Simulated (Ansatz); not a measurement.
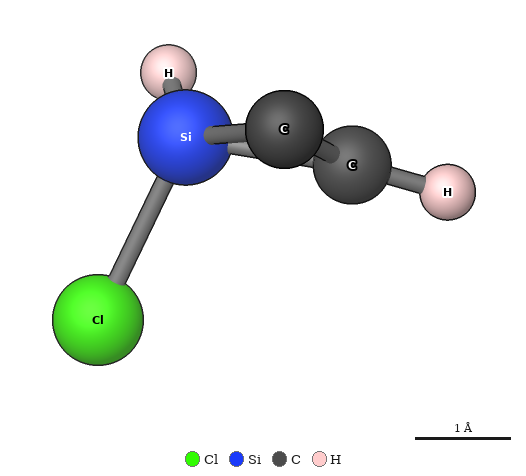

C$_{2}$H$_{2}$ClSi (charge −1), before the relaxation. A ball-and-stick model, seen at a tilt.

The run prepares an end point of a later path (hydrogen shift) calculation, from a guessed geometry.

Computed with Ansatz, RKS B3LYP-D4/def2-SVP.

Input file:
```yaml
crystal:
  periodic: [false, false, false]
  atoms:
    - { symbol: Cl, position_ang: [-1.05999, -0.98503, -1.91571] }
    - { symbol: Si, position_ang: [-0.0246, 0.50855, -0.63918] }
    - { symbol: C, position_ang: [-0.7242, 0.94545, 1.07292] }
    - { symbol: C, position_ang: [0.08888, -0.12649, 1.09393] }
    - { symbol: H, position_ang: [1.22852, 0.51511, -1.39271] }
    - { symbol: H, position_ang: [0.4914, -0.85759, 1.78074] }
total_charge: -1
basis:
  gaussian: { orbitals: def2-SVP }
hamiltonian:
  xc: b3lyp
  dispersion: d4
relax:
  f_tol: 0.02
  max_steps: 50
```

Run as
```bash
ansatz run input.yaml --threads 1 --pin off --max-ram 2048MiB --backend cpu --events-out ev --progress --plain --runs-dir out
```

### What does the optimiser find from here?

The energy falls by 18.1 kJ/mol in 10 accepted moves (11 points after the start). Largest force component: 1.6 eV/Å at the start, 0.011 eV/Å at the end. The line search rejected the trial step at point 9 of the run. The largest move after the best rigid fit is that of Si2, 0.24 Å. Largest moves by element: Si 0.24 Å, H 0.18 Å, Cl 0.12 Å, C 0.08 Å. Some distances before and after: Si2–C4 1.849 → 1.769 Å, Cl1–Si2 2.221 → 2.174 Å, Si2–H5 1.462 → 1.495 Å, C3–C4 1.346 → 1.370 Å. Bond angles that change, for instance: Cl1–Si2–C4 109.7° → 120.7°, C3–Si2–H5 141.1° → 131.8°, C4–Si2–H5 115.6° → 124.5°.

Final geometry:

```xyz
6

Cl   -1.1190   -0.9379   -2.0107
Si    0.0243    0.2742   -0.6141
C    -0.6590    0.9567    1.0355
C     0.1210   -0.1683    1.0962
H     1.1958    0.6769   -1.4514
H     0.4371   -0.8016    1.9445
```

After the run, drawn alike:

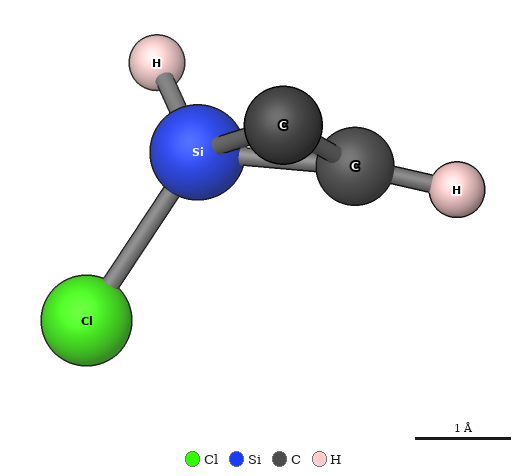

Limits of the set-up: the basis has no diffuse functions, which an anion needs.
